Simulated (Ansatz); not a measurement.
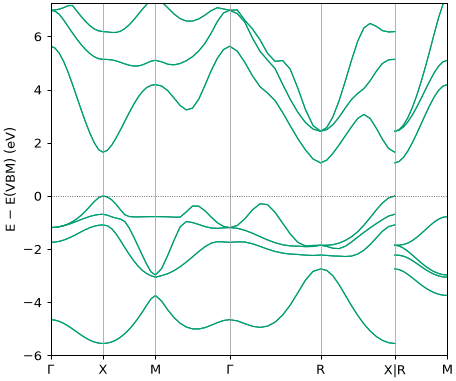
*Band structure from PBE+D3(BJ) with spin–orbit coupling in the plane-wave PAW code Ansatz*

**Question.** Read off the gap and where the band edges lie.

**Answer.** About 1.2 eV (1.24 eV by a search for the band edges); maximum at X, minimum at R.

The material is TlBr (CsCl type, Pm-3m).

Symmetry was held in the PBE+D3(BJ) relaxation; phonons on a q-mesh show no instability.

Potentials: the later of the program's two PAW sets.
